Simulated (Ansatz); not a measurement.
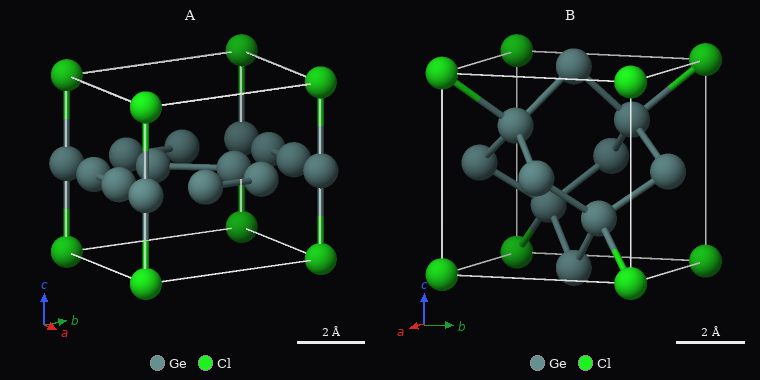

Two structures of Ge$_{7}$Cl, each relaxed to rest (conventional cells in solid outline, small ones repeated, not to one scale). Method: DFT PBE, scalar-relativistic, plane waves, PAW (Ansatz 0.2.0), without spin polarisation.

> What are the two structures?

A: 8 atoms a cell on a primitive hexagonal lattice, P6/mmm. B: 8 atoms a cell on a primitive cubic lattice, P-43m.

> Which structure is more stable?

B is lower, by 472 meV/atom at this level of theory (energies at zero smearing). Volumes: A 36.0, B 26.8 Å³/atom.

One or both may be structure types tried for this composition rather than known phases.
